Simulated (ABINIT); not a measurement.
# MgGeSe3 (Pm-3m): zone-centre phonons, part 3 of 4

Which modes does MgGeSe3 (Pm-3m) have at the zone centre?

ABINIT 10.8.3; DFT LDA, scalar-relativistic, plane waves, HGH norm-conserving pseudopotentials.

So far. Step 4 (Relaxing the cell and atoms): The volume changes by +0.8 % in this run and stands -1.3 % from the first cell. Step 6 (Linear response at Γ): The acoustic modes at Γ come out as far as 1.0 cm⁻¹ from zero, where they should vanish, a small numerical error. The lowest optical mode is imaginary, 149i cm⁻¹, an instability at this level and on this k mesh. The relaxed cell has a = 4.898 Å (conventional setting).

The structure was built from a prototype and need not be the compound's stable phase.

## Step 7: Modes with the sum rule

anaddb reads the merged derivatives and imposes the acoustic sum rule.

File anaddb.abi:

```
ddb_filepath "gamma_DDB"
output_file "anaddb.abo"
outdata_prefix "anaddb"
asr 1
chneut 1
enunit 2
eivec 1
nph1l 1
qph1l 0.0 0.0 0.0 1.0
```

File mrgddb.in:

```
gamma_DDB
merged
2
dfpt_gammao_DDB
gso_DDB
```

Started as:

```
mrgddb < mrgddb.in > mrgddb.log
OMP_NUM_THREADS=1 anaddb anaddb.abi > anaddb.log
```

anaddb.abo, the main output file:

```text
-outvars_anaddb: echo values of input variables ----------------------

 Miscellaneous information :
      enunit         2
       eivec         1
         asr         1
 First list of wavevector (reduced coord.) :
       nph1l         1
       qph1l
                     0.00000000E+00  0.00000000E+00  0.00000000E+00    1.000E+00

================================================================================

 read the DDB information and perform some checks

  ==== Info on the Cryst% object ====
 Real(R)+Recip(G) space primitive vectors, cartesian coordinates (Bohr,Bohr^-1):
 R(1)=  9.2567066  0.0000000  0.0000000  G(1)=  0.1080298  0.0000000  0.0000000
 R(2)=  0.0000000  9.2567066  0.0000000  G(2)=  0.0000000  0.1080298  0.0000000
 R(3)=  0.0000000  0.0000000  9.2567066  G(3)=  0.0000000  0.0000000  0.1080298
 Unit cell volume ucvol=  7.9317586E+02 bohr^3
 Angles (23,13,12)=  9.00000000E+01  9.00000000E+01  9.00000000E+01 degrees
 Time-reversal symmetry is present
 Reduced atomic positions [iatom, xred, symbol]:
    1)    0.0000000  0.0000000  0.0000000  Mg
    2)    0.5000000  0.5000000  0.5000000  Ge
    3)    0.5000000  0.5000000  0.0000000  Se
    4)    0.5000000  0.0000000  0.5000000  Se
    5)    0.0000000  0.5000000  0.5000000  Se

 DDB file with 3 blocks has been read.

================================================================================

 Treat the first list of vectors

  Phonon wavevector (reduced coordinates) :  0.00000  0.00000  0.00000
 Phonon energies in Hartree :
  -6.797893E-04 -6.797893E-04 -6.797893E-04 -4.469871E-04 -4.469871E-04
  -4.469871E-04 -2.375265E-04 -2.375265E-04 -2.375265E-04  0.000000E+00
   0.000000E+00  0.000000E+00  9.865430E-04  9.865430E-04  9.865430E-04
 Phonon energies in meV     :
- -1.849801E+01 -1.849801E+01 -1.849801E+01 -1.216314E+01 -1.216314E+01
- -1.216314E+01 -6.463426E+00 -6.463426E+00 -6.463426E+00  0.000000E+00
-  0.000000E+00  0.000000E+00  2.684520E+01  2.684520E+01  2.684520E+01
 Phonon frequencies in cm-1    :
- -1.491965E+02 -1.491965E+02 -1.491965E+02 -9.810232E+01 -9.810232E+01
- -9.810232E+01 -5.213105E+01 -5.213105E+01 -5.213105E+01  0.000000E+00
-  0.000000E+00  0.000000E+00  2.165212E+02  2.165212E+02  2.165212E+02
 Phonon frequencies in Thz     :
- -4.472799E+00 -4.472799E+00 -4.472799E+00 -2.941034E+00 -2.941034E+00
- -2.941034E+00 -1.562850E+00 -1.562850E+00 -1.562850E+00  0.000000E+00
-  0.000000E+00  0.000000E+00  6.491141E+00  6.491141E+00  6.491141E+00
 Phonon energies in Kelvin  :
- -2.146605E+02 -2.146605E+02 -2.146605E+02 -1.411474E+02 -1.411474E+02
- -1.411474E+02 -7.500495E+01 -7.500495E+01 -7.500495E+01  0.000000E+00
-  0.000000E+00  0.000000E+00  3.115257E+02  3.115257E+02  3.115257E+02

 Eigendisplacements
 (will be given, for each mode : in cartesian coordinates
   for each atom the real part of the displacement vector,
   then the imaginary part of the displacement vector - absolute values smaller than 1.0d-7 are set to zero)
  Mode number    1   Energy   -6.797893E-04
 Attention : low frequency mode.
   (Could be unstable or acoustic mode)
-  1  0.00000000E+00  0.00000000E+00  4.24928995E-03
-     0.00000000E+00  0.00000000E+00  0.00000000E+00
-  2  0.00000000E+00  0.00000000E+00  3.48192608E-04
-     0.00000000E+00  0.00000000E+00  0.00000000E+00
-  3  0.00000000E+00  0.00000000E+00 -2.99566000E-05
-     0.00000000E+00  0.00000000E+00  0.00000000E+00
-  4  0.00000000E+00  0.00000000E+00 -7.99108103E-04
-     0.00000000E+00  0.00000000E+00  0.00000000E+00
-  5  0.00000000E+00  0.00000000E+00 -7.99108103E-04
-     0.00000000E+00  0.00000000E+00  0.00000000E+00
  Mode number    2   Energy   -6.797893E-04
 Attention : low frequency mode.
   (Could be unstable or acoustic mode)
-  1  0.00000000E+00  4.24928995E-03  0.00000000E+00
-     0.00000000E+00  0.00000000E+00  0.00000000E+00
-  2  0.00000000E+00  3.48192608E-04  0.00000000E+00
-     0.00000000E+00  0.00000000E+00  0.00000000E+00
-  3  0.00000000E+00 -7.99108103E-04  0.00000000E+00
-     0.00000000E+00  0.00000000E+00  0.00000000E+00
-  4  0.00000000E+00 -2.99566000E-05  0.00000000E+00
-     0.00000000E+00  0.00000000E+00  0.00000000E+00
-  5  0.00000000E+00 -7.99108103E-04  0.00000000E+00
-     0.00000000E+00  0.00000000E+00  0.00000000E+00
  Mode number    3   Energy   -6.797893E-04
 Attention : low frequency mode.
   (Could be unstable or acoustic mode)
-  1  4.24928995E-03  0.00000000E+00  0.00000000E+00
-     0.00000000E+00  0.00000000E+00  0.00000000E+00
-  2  3.48192608E-04  0.00000000E+00  0.00000000E+00
-     0.00000000E+00  0.00000000E+00  0.00000000E+00
-  3 -7.99108103E-04  0.00000000E+00  0.00000000E+00
-     0.00000000E+00  0.00000000E+00  0.00000000E+00
-  4 -7.99108103E-04  0.00000000E+00  0.00000000E+00
-     0.00000000E+00  0.00000000E+00  0.00000000E+00
-  5 -2.99566000E-05  0.00000000E+00  0.00000000E+00
-     0.00000000E+00  0.00000000E+00  0.00000000E+00
  Mode number    4   Energy   -4.469871E-04
 Attention : low frequency mode.
   (Could be unstable or acoustic mode)
-  1  0.00000000E+00  0.00000000E+00  0.00000000E+00
-     0.00000000E+00  0.00000000E+00  0.00000000E+00
-  2  0.00000000E+00  0.00000000E+00  0.00000000E+00
-     0.00000000E+00  0.00000000E+00  0.00000000E+00
-  3  0.00000000E+00  0.00000000E+00  0.00000000E+00
-     0.00000000E+00  0.00000000E+00  0.00000000E+00
-  4  0.00000000E+00  0.00000000E+00  1.86380890E-03
-     0.00000000E+00  0.00000000E+00  0.00000000E+00
-  5  0.00000000E+00  0.00000000E+00 -1.86380890E-03
-     0.00000000E+00  0.00000000E+00  0.00000000E+00
  Mode number    5   Energy   -4.469871E-04
 Attention : low frequency mode.
   (Could be unstable or acoustic mode)
-  1  0.00000000E+00  0.00000000E+00  0.00000000E+00
-     0.00000000E+00  0.00000000E+00  0.00000000E+00
-  2  0.00000000E+00  0.00000000E+00  0.00000000E+00
-     0.00000000E+00  0.00000000E+00  0.00000000E+00
-  3  0.00000000E+00  1.86380890E-03  0.00000000E+00
-     0.00000000E+00  0.00000000E+00  0.00000000E+00
-  4  0.00000000E+00  0.00000000E+00  0.00000000E+00
-     0.00000000E+00  0.00000000E+00  0.00000000E+00
-  5  0.00000000E+00 -1.86380890E-03  0.00000000E+00
-     0.00000000E+00  0.00000000E+00  0.00000000E+00
  Mode number    6   Energy   -4.469871E-04
 Attention : low frequency mode.
   (Could be unstable or acoustic mode)
-  1  0.00000000E+00  0.00000000E+00  0.00000000E+00
-     0.00000000E+00  0.00000000E+00  0.00000000E+00
-  2  0.00000000E+00  0.00000000E+00  0.00000000E+00
-     0.00000000E+00  0.00000000E+00  0.00000000E+00
-  3  1.86380890E-03  0.00000000E+00  0.00000000E+00
-     0.00000000E+00  0.00000000E+00  0.00000000E+00
-  4 -1.86380890E-03  0.00000000E+00  0.00000000E+00
-     0.00000000E+00  0.00000000E+00  0.00000000E+00
-  5  0.00000000E+00  0.00000000E+00  0.00000000E+00
-     0.00000000E+00  0.00000000E+00  0.00000000E+00
  Mode number    7   Energy   -2.375265E-04
 Attention : low frequency mode.
   (Could be unstable or acoustic mode)
-  1  0.00000000E+00  0.00000000E+00  1.69171329E-03
-     0.00000000E+00  0.00000000E+00  0.00000000E+00
-  2  0.00000000E+00  0.00000000E+00 -1.92618854E-03
-     0.00000000E+00  0.00000000E+00  0.00000000E+00
-  3  0.00000000E+00  0.00000000E+00 -7.75789722E-04
-     0.00000000E+00  0.00000000E+00  0.00000000E+00
-  4  0.00000000E+00  0.00000000E+00  1.01315355E-03
-     0.00000000E+00  0.00000000E+00  0.00000000E+00
-  5  0.00000000E+00  0.00000000E+00  1.01315355E-03
-     0.00000000E+00  0.00000000E+00  0.00000000E+00
  Mode number    8   Energy   -2.375265E-04
 Attention : low frequency mode.
   (Could be unstable or acoustic mode)
-  1  0.00000000E+00 -1.69171329E-03  0.00000000E+00
-     0.00000000E+00  0.00000000E+00  0.00000000E+00
-  2  0.00000000E+00  1.92618854E-03  0.00000000E+00
-     0.00000000E+00  0.00000000E+00  0.00000000E+00
-  3  0.00000000E+00 -1.01315355E-03  0.00000000E+00
-     0.00000000E+00  0.00000000E+00  0.00000000E+00
-  4  0.00000000E+00  7.75789722E-04  0.00000000E+00
-     0.00000000E+00  0.00000000E+00  0.00000000E+00
-  5  0.00000000E+00 -1.01315355E-03  0.00000000E+00
-     0.00000000E+00  0.00000000E+00  0.00000000E+00
  Mode number    9   Energy   -2.375265E-04
 Attention : low frequency mode.
   (Could be unstable or acoustic mode)
-  1  1.69171329E-03  0.00000000E+00  0.00000000E+00
-     0.00000000E+00  0.00000000E+00  0.00000000E+00
-  2 -1.92618854E-03  0.00000000E+00  0.00000000E+00
-     0.00000000E+00  0.00000000E+00  0.00000000E+00
-  3  1.01315355E-03  0.00000000E+00  0.00000000E+00
-     0.00000000E+00  0.00000000E+00  0.00000000E+00
-  4  1.01315355E-03  0.00000000E+00  0.00000000E+00
-     0.00000000E+00  0.00000000E+00  0.00000000E+00
-  5 -7.75789722E-04  0.00000000E+00  0.00000000E+00
-     0.00000000E+00  0.00000000E+00  0.00000000E+00
  Mode number   10   Energy    0.000000E+00
 Attention : low frequency mode.
   (Could be unstable or acoustic mode)
-  1  0.00000000E+00  0.00000000E+00  1.28197940E-03
-     0.00000000E+00  0.00000000E+00  0.00000000E+00
-  2  0.00000000E+00  0.00000000E+00  1.28196352E-03
-     0.00000000E+00  0.00000000E+00  0.00000000E+00
-  3  0.00000000E+00  0.00000000E+00  1.28197259E-03
-     0.00000000E+00  0.00000000E+00  0.00000000E+00
-  4  0.00000000E+00  0.00000000E+00  1.28198380E-03
-     0.00000000E+00  0.00000000E+00  0.00000000E+00
-  5  0.00000000E+00  0.00000000E+00  1.28198380E-03
-     0.00000000E+00  0.00000000E+00  0.00000000E+00
  Mode number   11   Energy    0.000000E+00
 Attention : low frequency mode.
   (Could be unstable or acoustic mode)
-  1  0.00000000E+00  1.28197940E-03  0.00000000E+00
-     0.00000000E+00  0.00000000E+00  0.00000000E+00
-  2  0.00000000E+00  1.28196352E-03  0.00000000E+00
-     0.00000000E+00  0.00000000E+00  0.00000000E+00
-  3  0.00000000E+00  1.28198380E-03  0.00000000E+00
-     0.00000000E+00  0.00000000E+00  0.00000000E+00
-  4  0.00000000E+00  1.28197259E-03  0.00000000E+00
-     0.00000000E+00  0.00000000E+00  0.00000000E+00
-  5  0.00000000E+00  1.28198380E-03  0.00000000E+00
-     0.00000000E+00  0.00000000E+00  0.00000000E+00
  Mode number   12   Energy    0.000000E+00
 Attention : low frequency mode.
   (Could be unstable or acoustic mode)
-  1  1.28197940E-03  0.00000000E+00  0.00000000E+00
-     0.00000000E+00  0.00000000E+00  0.00000000E+00
-  2  1.28196352E-03  0.00000000E+00  0.00000000E+00
-     0.00000000E+00  0.00000000E+00  0.00000000E+00
-  3  1.28198380E-03  0.00000000E+00  0.00000000E+00
-     0.00000000E+00  0.00000000E+00  0.00000000E+00
-  4  1.28198380E-03  0.00000000E+00  0.00000000E+00
-     0.00000000E+00  0.00000000E+00  0.00000000E+00
-  5  1.28197259E-03  0.00000000E+00  0.00000000E+00
-     0.00000000E+00  0.00000000E+00  0.00000000E+00
  Mode number   13   Energy    9.865430E-04
-  1  0.00000000E+00  0.00000000E+00  9.39712373E-05
-     0.00000000E+00  0.00000000E+00  0.00000000E+00
-  2  0.00000000E+00  0.00000000E+00  1.44231952E-03
-     0.00000000E+00  0.00000000E+00  0.00000000E+00
-  3  0.00000000E+00  0.00000000E+00 -2.16826346E-03
-     0.00000000E+00  0.00000000E+00  0.00000000E+00
-  4  0.00000000E+00  0.00000000E+00  4.06506199E-04
-     0.00000000E+00  0.00000000E+00  0.00000000E+00
-  5  0.00000000E+00  0.00000000E+00  4.06506199E-04
-     0.00000000E+00  0.00000000E+00  0.00000000E+00
  Mode number   14   Energy    9.865430E-04
-  1  0.00000000E+00  9.39712372E-05  0.00000000E+00
-     0.00000000E+00  0.00000000E+00  0.00000000E+00
-  2  0.00000000E+00  1.44231952E-03  0.00000000E+00
-     0.00000000E+00  0.00000000E+00  0.00000000E+00
-  3  0.00000000E+00  4.06506199E-04  0.00000000E+00
-     0.00000000E+00  0.00000000E+00  0.00000000E+00
-  4  0.00000000E+00 -2.16826346E-03  0.00000000E+00
-     0.00000000E+00  0.00000000E+00  0.00000000E+00
-  5  0.00000000E+00  4.06506199E-04  0.00000000E+00
-     0.00000000E+00  0.00000000E+00  0.00000000E+00
  Mode number   15   Energy    9.865430E-04
-  1  9.39712372E-05  0.00000000E+00  0.00000000E+00
-     0.00000000E+00  0.00000000E+00  0.00000000E+00
-  2  1.44231952E-03  0.00000000E+00  0.00000000E+00
-     0.00000000E+00  0.00000000E+00  0.00000000E+00
-  3  4.06506199E-04  0.00000000E+00  0.00000000E+00
-     0.00000000E+00  0.00000000E+00  0.00000000E+00
-  4  4.06506199E-04  0.00000000E+00  0.00000000E+00
-     0.00000000E+00  0.00000000E+00  0.00000000E+00
-  5 -2.16826346E-03  0.00000000E+00  0.00000000E+00
-     0.00000000E+00  0.00000000E+00  0.00000000E+00

 Analysis of degeneracies and characters (maximum tolerance=1.00E-06 a.u.)
 For each vibration mode, or group of modes if degenerate,
 the characters are given for each symmetry operation (see the list in the log file).
 Symmetry characters of vibration mode #   1
       degenerate with vibration modes #   2 to    3
  3.0 -3.0 -1.0  1.0 -1.0  1.0 -1.0  1.0  1.0 -1.0 -1.0  1.0  1.0 -1.0 -1.0  1.0
 -0.0  0.0  0.0 -0.0  0.0 -0.0 -0.0  0.0  1.0 -1.0 -1.0  1.0 -1.0  1.0  1.0 -1.0
 -0.0  0.0  0.0 -0.0 -0.0  0.0  0.0 -0.0  1.0 -1.0  1.0 -1.0 -1.0  1.0 -1.0  1.0
 Symmetry characters of vibration mode #   4
       degenerate with vibration modes #   5 to    6
  3.0 -3.0 -1.0  1.0 -1.0  1.0 -1.0  1.0 -1.0  1.0  1.0 -1.0 -1.0  1.0  1.0 -1.0
 -0.0  0.0 -0.0  0.0  0.0 -0.0  0.0 -0.0 -1.0  1.0  1.0 -1.0  1.0 -1.0 -1.0  1.0
 -0.0  0.0  0.0 -0.0  0.0 -0.0 -0.0  0.0 -1.0  1.0 -1.0  1.0  1.0 -1.0  1.0 -1.0
 Symmetry characters of vibration mode #   7
       degenerate with vibration modes #   8 to    9
  3.0 -3.0 -1.0  1.0 -1.0  1.0 -1.0  1.0  1.0 -1.0 -1.0  1.0  1.0 -1.0 -1.0  1.0
 -0.0  0.0 -0.0  0.0  0.0 -0.0  0.0 -0.0  1.0 -1.0 -1.0  1.0 -1.0  1.0  1.0 -1.0
 -0.0  0.0  0.0 -0.0  0.0 -0.0 -0.0  0.0  1.0 -1.0  1.0 -1.0 -1.0  1.0 -1.0  1.0
 Symmetry characters of vibration mode #  10
       degenerate with vibration modes #  11 to   12
  3.0 -3.0 -1.0  1.0 -1.0  1.0 -1.0  1.0  1.0 -1.0 -1.0  1.0  1.0 -1.0 -1.0  1.0
 -0.0  0.0 -0.0  0.0  0.0 -0.0  0.0 -0.0  1.0 -1.0 -1.0  1.0 -1.0  1.0  1.0 -1.0
 -0.0  0.0  0.0 -0.0  0.0 -0.0 -0.0  0.0  1.0 -1.0  1.0 -1.0 -1.0  1.0 -1.0  1.0
 Symmetry characters of vibration mode #  13
       degenerate with vibration modes #  14 to   15
  3.0 -3.0 -1.0  1.0 -1.0  1.0 -1.0  1.0  1.0 -1.0 -1.0  1.0  1.0 -1.0 -1.0  1.0
 -0.0  0.0 -0.0  0.0  0.0 -0.0  0.0 -0.0  1.0 -1.0 -1.0  1.0 -1.0  1.0  1.0 -1.0
 -0.0  0.0  0.0 -0.0  0.0 -0.0 -0.0  0.0  1.0 -1.0  1.0 -1.0 -1.0  1.0 -1.0  1.0
-
```

Run time: 0.52 s. Hardware: 1 thread of Arm Neoverse V2, shared host.

No LO-TO term; unit eigenvectors of the mass-weighted matrix, from anaddb's displacements. Modes at Γ, with each element's share of the kinetic energy (negative means imaginary):

```tsv
mode	frequency (cm⁻¹)	symmetry	Mg %	Ge %	Se %
1	-149.2	T1u	80	2	18
2	-149.2	T1u	80	2	18
3	-149.2	T1u	80	2	18
4	-98.1	T2u	0	0	100
5	-98.1	T2u	0	0	100
6	-98.1	T2u	0	0	100
7	-52.1	T1u	13	49	38
8	-52.1	T1u	13	49	38
9	-52.1	T1u	13	49	38
10	0.0	acoustic	7	22	71
11	0.0	acoustic	7	22	71
12	0.0	acoustic	7	22	71
13	216.5	T1u	0	28	72
14	216.5	T1u	0	28	72
15	216.5	T1u	0	28	72
```

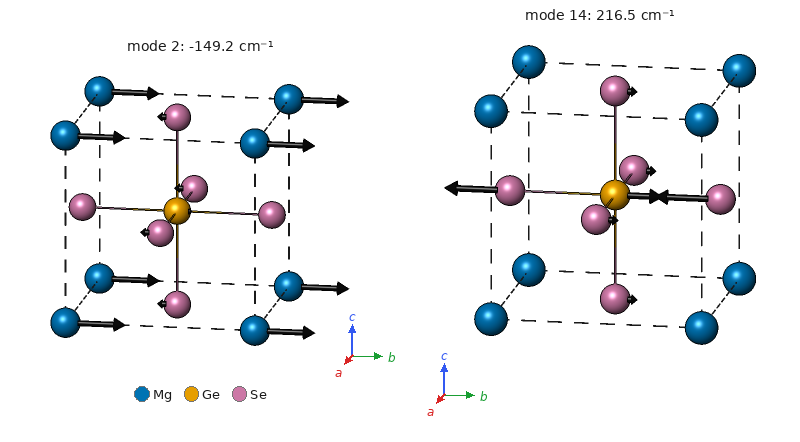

Displacement patterns of modes 2 and 14 at Γ; arrows are exaggerated. Some periodic images of atoms are drawn too.

The rule moves no optical mode by more than 0.1 cm⁻¹.

(Continued in part 4 of 4.)

[Host names and launcher messages were left out of these logs when they were recorded.]

[Logs are printed without paths, hosts, clocks, repeated set-up lines and the standing remarks that a program may print on its own settings, such as how far it seeks lower states.]

[Hosts, paths, dates, database ids (printed as entryN), source tags and the programs' standing remarks are cut or masked in the printed files.]
